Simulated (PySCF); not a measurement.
Consider C3H6Cl2Si.

```json
{"atom": "Cl", "x (Å)": "-1.5041", "y (Å)": "-2.2153", "z (Å)": "-0.8566"}
{"atom": "C", "x (Å)": "-1.1689", "y (Å)": "-0.4713", "z (Å)": "-0.7038"}
{"atom": "Cl", "x (Å)": "-2.7423", "y (Å)": "0.3888", "z (Å)": "-0.5269"}
{"atom": "C", "x (Å)": "-0.2675", "y (Å)": "-0.1962", "z (Å)": "0.4405"}
{"atom": "C", "x (Å)": "0.4397", "y (Å)": "1.1700", "z (Å)": "0.4341"}
{"atom": "Si", "x (Å)": "1.6175", "y (Å)": "-0.2807", "z (Å)": "0.2260"}
{"atom": "H", "x (Å)": "-0.7542", "y (Å)": "-0.1423", "z (Å)": "-1.6577"}
{"atom": "H", "x (Å)": "-0.7062", "y (Å)": "-0.4829", "z (Å)": "1.3895"}
{"atom": "H", "x (Å)": "0.2035", "y (Å)": "1.8058", "z (Å)": "-0.4081"}
{"atom": "H", "x (Å)": "0.3907", "y (Å)": "1.7200", "z (Å)": "1.3629"}
{"atom": "H", "x (Å)": "2.3783", "y (Å)": "-0.7215", "z (Å)": "1.3774"}
{"atom": "H", "x (Å)": "2.1146", "y (Å)": "-0.5752", "z (Å)": "-1.1035"}
```

Geometry: GFN2-xTB.

Computed with PBE0/pcSseg-1, SCF density, gas phase, non-relativistic in PySCF 2.14.0.

What can the converged electron density and electron localisation function tell about the bonding?

C–Si (1.90 Å): ρ at the midpoint is about 0.82 e/Å³; the ELF peaks at about 0.85 between the atoms; a shared electron pair.
C–H (1.08 Å): ρ is about 2 e/Å³ halfway; the ELF climbs to about 1 towards the hydrogen, as it does in any bond to H; a covalent bond by its length.
Si–H (1.45 Å): the density is about 0.83 e/Å³ at the midpoint; the ELF climbs to about 1 towards the hydrogen.

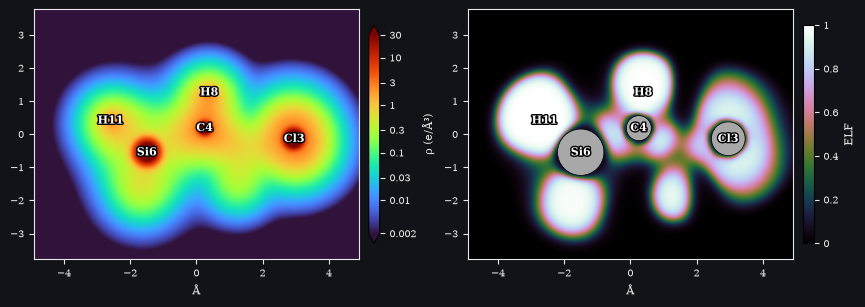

Computed electron density and electron localisation function on the plane of atoms C4, Si6 and H11, in this order. Grey discs cover the atomic cores in the ELF map. 
